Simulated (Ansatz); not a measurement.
# RbZnCl3 (Pm-3m): refractive index against wavelength

The refractive index of RbZnCl3 (Pm-3m) below the direct gap (1.81 eV on the mesh) is read from one computed spectrum, n = √(Re ε).

Cell: a, b, c = 5.008, 5.008, 5.008 Å (primitive vectors), 5 atoms.

Method: Ansatz 0.2.0, PBE, independent particles, k-mesh 6×6×6 with interpolation inside its cells, Gaussian parameter 0.15 eV.

Launch of the response step: `ansatz run input.yaml --threads 4 --pin off --max-ram 8192MiB --backend cpu --events-out ev --progress --plain --runs-dir out`. The run took 15 s, on 4 threads of Intel(R) Xeon(R) Platinum 8488C (Sapphire Rapids) (shared host).

| wavelength (nm) | photon energy E (eV) | n |
| --- | --- | --- |
| 3000 | 0.413 | 1.9754 |
| 2000 | 0.620 | 1.9805 |
| 1550 | 0.800 | 1.9870 |
| 1310 | 0.946 | ? |
| 1064 | 1.165 | 2.0078 |

In the single-oscillator model n² − 1 = E₀E_d/(E₀² − E²), so 1/(n² − 1) = E₀/E_d − E²/(E₀E_d) is linear in E².

Working, on the rows shown:

| x = E² (eV²) | y = 1/(n² − 1) |
| --- | --- |
| 0.170801 | 0.344566 |
| 0.384302 | 0.342187 |
| 0.639837 | 0.339194 |
| 1.35784 | 0.329896 |

Means: x̄ = 0.6382, ȳ = 0.33896. Σ(x − x̄)(y − ȳ) = -0.009962, Σ(x − x̄)² = 0.8008. Slope = -0.009962 / 0.8008 = -0.01244; intercept = ȳ − slope · x̄ = 0.3469. Turned back into n, the line misses the rows shown by at most 0.00055.

Task: What does the fit predict for the withheld row, and how well does it do?

Result: At x = 0.89576 the line gives y = 0.33576, that is 1.9946. The run gave 1.9939, so the interpolation is off by 0.00068, 2 % of the range in the table.

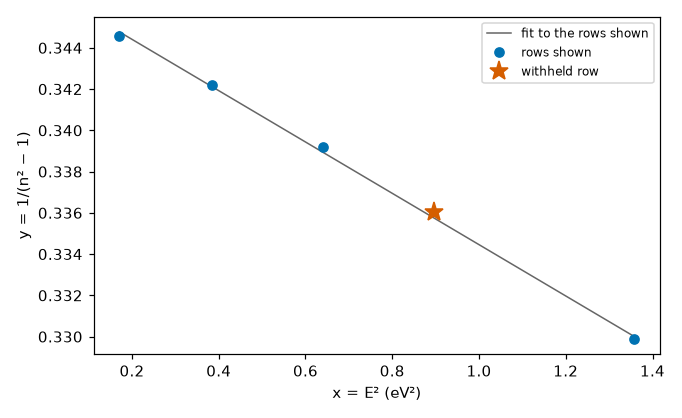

Refitted with all rows, the slope is -0.01237 and the intercept 0.34691. These give E₀ = √(intercept/−slope) = 5.30 eV and E_d = E₀/intercept = 15.3 eV; E₀ is 2.9 times the direct gap. The electronic limit at long wavelengths, without lattice vibrations, is n = √(1 + 1/intercept) = 1.970. The structure is a model and need not exist. Excitons are left out and so are local fields; PBE gaps are as a rule too small. Spin-orbit coupling is left out.
